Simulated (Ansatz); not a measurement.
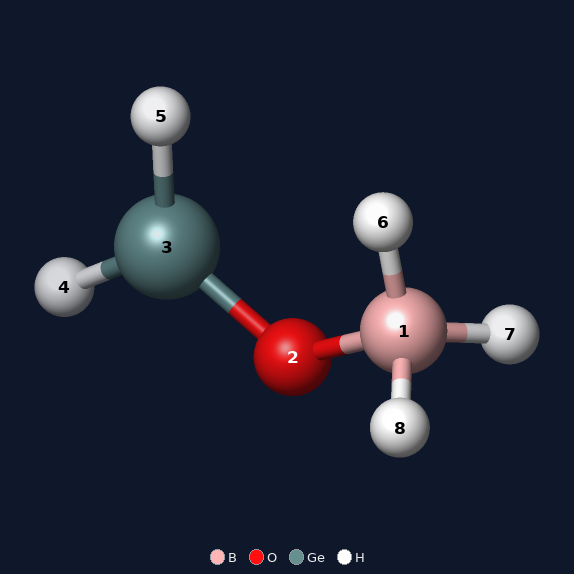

The atoms are numbered. The geometry was computed by an optimisation with PBE-D4/def2-SVP. No frequency run is at hand to confirm it as a minimum.

Q: How are the neighbours of atom 1 arranged?

A: B1 has 4 neighbours (O2 at 1.55, H6 at 1.24, H7 at 1.24, H8 at 1.24 Å); the arrangement is tetrahedral.

Q: How are the neighbours of atom 2 arranged?

A: O2 has 2 neighbours (B1 at 1.55, Ge3 at 1.70 Å); the arrangement is bent.

Q: Describe the coordination of atom 3.

A: Ge3 has 3 neighbours (O2 at 1.70, H4 at 1.54, H5 at 1.54 Å); the arrangement is trigonal planar.
